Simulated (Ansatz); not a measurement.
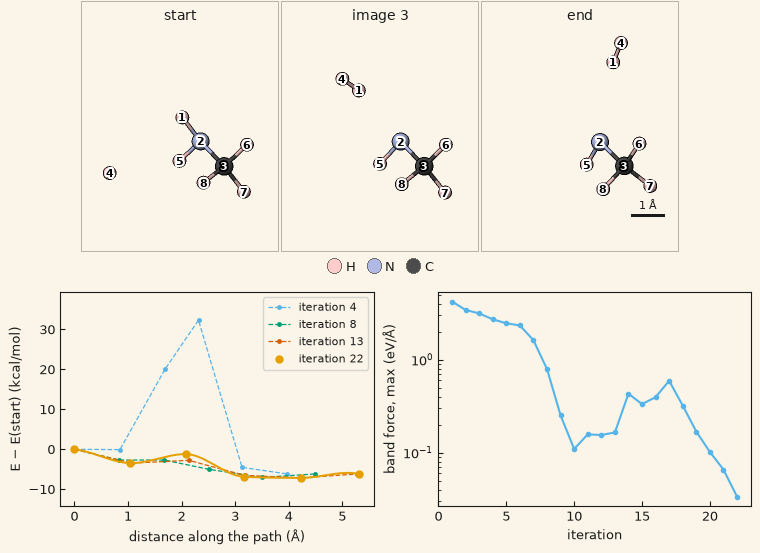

NEB run on CH₆N (multiplicity 2), made up of CH$_{5}$N and H. Images are numbered from 0 (start) to 5 (end). The plot follows the band through its iterations. A ball-and-stick model, seen from a free direction.

These are results of Ansatz 0.2.0, UKS BLYP-D4/def2-SVP, not measurements.

Input file:
```yaml
crystal:
  periodic: [false, false, false]
  atoms:
    - {symbol: H, position_ang: [-1.007435, 0.589609, 0.825689]}
    - {symbol: N, position_ang: [-0.534519, 0.812326, -0.040775]}
    - {symbol: C, position_ang: [0.792364, 0.221436, -0.067765]}
    - {symbol: H, position_ang: [-1.647831, -2.321433, 0.306577]}
    - {symbol: H, position_ang: [-1.106094, 0.441744, -0.789064]}
    - {symbol: H, position_ang: [1.393595, 0.644660, 0.740160]}
    - {symbol: H, position_ang: [1.287221, 0.485432, -1.005084]}
    - {symbol: H, position_ang: [0.822598, -0.873773, 0.030261]}
basis:
  gaussian: {orbitals: def2-SVP}
magnetization: {spin_polarized: true, initial_magnetization: 1}
hamiltonian: {xc: {name: BLYP}, dispersion: d4}
neb:
  images: 4
  climbing: true
  max_iterations: 25
  initial_path: idpp
  max_displacement: 0.1
  final_atoms:
    - {symbol: H, position_ang: [-1.701049, -0.961364, 1.172772]}
    - {symbol: N, position_ang: [-0.511348, 0.427231, -0.664470]}
    - {symbol: C, position_ang: [0.851305, 0.258410, -0.269410]}
    - {symbol: H, position_ang: [-1.828081, -1.393344, 1.771339]}
    - {symbol: H, position_ang: [-0.513367, 1.014465, -1.503716]}
    - {symbol: H, position_ang: [0.919776, -0.362355, 0.625868]}
    - {symbol: H, position_ang: [1.334825, 1.226017, -0.064391]}
    - {symbol: H, position_ang: [1.447839, -0.209059, -1.067992]}
```

Launched with:
```bash
ansatz run in.yaml --threads 2 --pin off --events-out ev --progress --plain --max-ram 4352MiB
```

Question: Did the band converge, and can the barrier be trusted?

Answer: The run is converged, with reservations. The band converged in 22 iterations. The largest component of the band force went from 4.2 to 0.034 eV/Å. The largest force component is 0.69 eV/Å at the start and 0.76 eV/Å at the end; an end with forces this large is no minimum, and the barrier measured from it can be far off. The first iteration put the highest image at 63.5 kcal/mol. Relative to the start the highest point is image 0 at 0.0 kcal/mol and the end lies at −6.2 kcal/mol, but the profile dips to −7.2 kcal/mol at image 4 on the way, so an end point isn't at the bottom of its valley along this path.

Limits of the set-up: the start holds two separate molecules, 2.9 Å apart at their closest, whose relative position is a soft coordinate.
